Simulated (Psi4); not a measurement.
**C2H3In (SMILES C#[C][InH2]): PBE/def2-TZVP (core potential, sweep point 3)**

What is the vertical ionisation energy of C2H3In at PBE/def2-TZVP (core potential, sweep point 3)? 

The results are computed with Psi4 1.11.

## Step 1: The system as given

C2H3In has 6 atoms, charge 0, and is taken as a singlet. As SMILES, `C#[C][InH2]`. Geometry: relaxed at PBE0-D4/def2-TZVP.

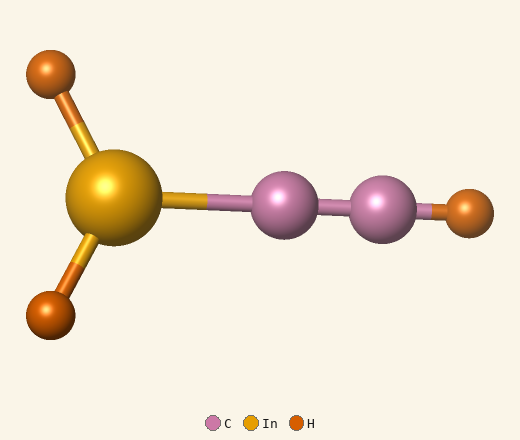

The structure, seen from a chosen angle (carbon pink, indium amber, hydrogen orange).

## Step 2: A single-point energy at PBE/def2-TZVP (core potential, sweep point 3)

calc.inp

```
memory 1600 MB

molecule {
  0 1
  C     -0.186600    -1.928000     0.015100
  C     -0.070400    -0.723400     0.005900
  In     0.131900     1.363900    -0.010600
  H     -0.289000    -2.989600     0.023300
  H      0.673500     2.081500    -1.468800
  H     -0.259400     2.195500     1.435000
  symmetry c1
}

set {
  basis def2-TZVP
  puream true
  scf_type pk
  dft_radial_points 99
  dft_spherical_points 590
}

result, w = energy("pbe", return_wfn=True)
```

Started as:

```
$ psi4 -n 1 calc.inp calc.out
```

calc.out:

```text
[...]
    !!!  WARNING: ECP capability is in beta. Please check occupations closely.  !!!
[...]
  Running in c1 symmetry.
[...]
  Nuclear repulsion =   91.358346393140707
[...]
  Multiplicity = 1
[...]
  Nalpha       = 18
  Nbeta        = 18
[...]
    Number of basis functions: 130
[...]
   @RKS iter   1:  -267.42824313461011   -6.95369e-01   7.85333e-03 ADIIS/DIIS
[...]
   @RKS iter   9:  -267.97051087509988   -2.61910e-07   9.93610e-07 DIIS
[...]
    Orbital Energies [Eh]
    ---------------------
    Doubly Occupied:
       1A     -9.878940     2A     -9.874395     3A     -4.489491
       4A     -2.938455     5A     -2.925261     6A     -2.924899
       7A     -0.706000     8A     -0.698144     9A     -0.696663
      10A     -0.695771    11A     -0.693008    12A     -0.660355
      13A     -0.482545    14A     -0.407515    15A     -0.293760
      16A     -0.277028    17A     -0.254669    18A     -0.242216
[...]
  @RKS Final Energy:  -267.97051087509988
   => Energetics <=
    Nuclear Repulsion Energy =             91.3583463931407067
    One-Electron Energy =                -620.3090024515081495
    Two-Electron Energy =                 289.4419682222209076
    DFT Exchange-Correlation Energy =     -28.4618230389532982
    Empirical Dispersion Energy =           0.0000000000000000
    VV10 Nonlocal Energy =                  0.0000000000000000
    Total Energy =                       -267.9705108750998761
[...]
 Multipole Moments:
 ------------------------------------------------------------------------------------
     Multipole            Electronic (a.u.)      Nuclear  (a.u.)        Total (a.u.)
 ------------------------------------------------------------------------------------
 L = 1.  Multiply by 2.5417464519 to convert [e a0] to [Debye]
 Dipole X            :          3.2990571           -3.2900290            0.0090281
 Dipole Y            :         34.0867741          -33.9949526            0.0918216
 Dipole Z            :         -0.2663294            0.2657071           -0.0006223
 Magnitude           :                                                    0.0922664
[...]
```

Run time: 18 s. Hardware: 1 thread of Intel Xeon Platinum 8488C (Sapphire Rapids), shared host; peak memory 0.9 GiB.

## Step 3: The doublet cation at the same level

c2h3in.in

```
memory 1.6 GB

molecule {
  1 2
  C     -0.186600    -1.928000     0.015100
  C     -0.070400    -0.723400     0.005900
  In     0.131900     1.363900    -0.010600
  H     -0.289000    -2.989600     0.023300
  H      0.673500     2.081500    -1.468800
  H     -0.259400     2.195500     1.435000
  symmetry c1
}

set globals {
  basis def2-TZVP
  reference uks
  puream true
  scf_type pk
  dft_radial_points 99
  dft_spherical_points 590
  maxiter 100
}

e_tot, wfn = energy("pbe", return_wfn=True)
print_variables()
```

Started as:

```
$ psi4 -i c2h3in.in -o c2h3in.out -n 1
```

c2h3in.out:

```text
[...]
    !!!  WARNING: ECP capability is in beta. Please check occupations closely.  !!!
[...]
  Running in c1 symmetry.
[...]
  Nuclear repulsion =   91.358346393140707
[...]
  Multiplicity = 2
[...]
  Nalpha       = 18
  Nbeta        = 17
[...]
    Number of basis functions: 130
[...]
   @UKS iter   1:  -267.09552221457568   -3.62648e-01   7.55951e-03 DIIS/ADIIS
[...]
   @UKS iter  13:  -267.61950348345920   -3.50158e-08   5.44660e-07 DIIS
[...]
   @S^2 Observed:                7.555241860E-01
[...]
    Orbital Energies [Eh]
    ---------------------
    Alpha Occupied:
       1A    -10.138557     2A    -10.126168     3A     -4.718232
       4A     -3.164615     5A     -3.156068     6A     -3.153934
       7A     -0.936154     8A     -0.930551     9A     -0.924225
      10A     -0.923567    11A     -0.922055    12A     -0.912376
      13A     -0.707875    14A     -0.635818    15A     -0.525736
      16A     -0.518943    17A     -0.492321    18A     -0.489719
    Alpha Virtual:
      19A     -0.298932    20A     -0.242975    21A     -0.236141
      22A     -0.197677    23A     -0.163578    24A     -0.105106
      25A     -0.103271    26A     -0.101205    27A     -0.081367
[...]
  @UKS Final Energy:  -267.61950348345920
   => Energetics <=
    Nuclear Repulsion Energy =             91.3583463931407067
    One-Electron Energy =                -611.9162339428355608
    Two-Electron Energy =                 281.1181433163723682
    DFT Exchange-Correlation Energy =     -28.1797592501366516
    Empirical Dispersion Energy =           0.0000000000000000
    VV10 Nonlocal Energy =                  0.0000000000000000
    Total Energy =                       -267.6195034834591979
  UHF NO Occupations:
  HONO-2 :   16  A 1.9989881
  HONO-1 :   17  A 1.9986144
[...]
 Multipole Moments:
 ------------------------------------------------------------------------------------
     Multipole            Electronic (a.u.)      Nuclear  (a.u.)        Total (a.u.)
 ------------------------------------------------------------------------------------
 L = 1.  Multiply by 2.5417464519 to convert [e a0] to [Debye]
 Dipole X            :          3.1860138           -3.2900290           -0.1040152
 Dipole Y            :         32.9171045          -33.9949526           -1.0778480
 Dipole Z            :         -0.2574445            0.2657071            0.0082627
 Magnitude           :                                                    1.0828868
[...]
```

It took 32 s on 1 thread of Intel Xeon Platinum 8488C (Sapphire Rapids), shared host; peak memory 0.9 GiB.

## Step 4: Results

Level: PBE/def2-TZVP (core potential, sweep point 3).

```
                                          quantity          value
                      singlet C2H3In: total energy  -267.97051 Eh
                     singlet C2H3In: dipole moment         0.23 D
                       singlet C2H3In: HOMO energy       -6.59 eV
                       singlet C2H3In: LUMO energy       -2.74 eV
                     singlet C2H3In: HOMO–LUMO gap        3.85 eV
                      doublet cation: total energy  -267.61950 Eh
doublet cation: HOMO energy (highest over α and β)      -13.17 eV
 doublet cation: LUMO energy (lowest over α and β)      -12.47 eV
                              doublet cation: ⟨S²⟩          0.756
vertical ionisation energy (to the doublet cation)       9.551 eV
```

In words: The vertical ionisation energy comes to 9.55 eV (220 kcal/mol). The negative HOMO energy of the first species, 6.59 eV, lies 2.96 eV below that difference.
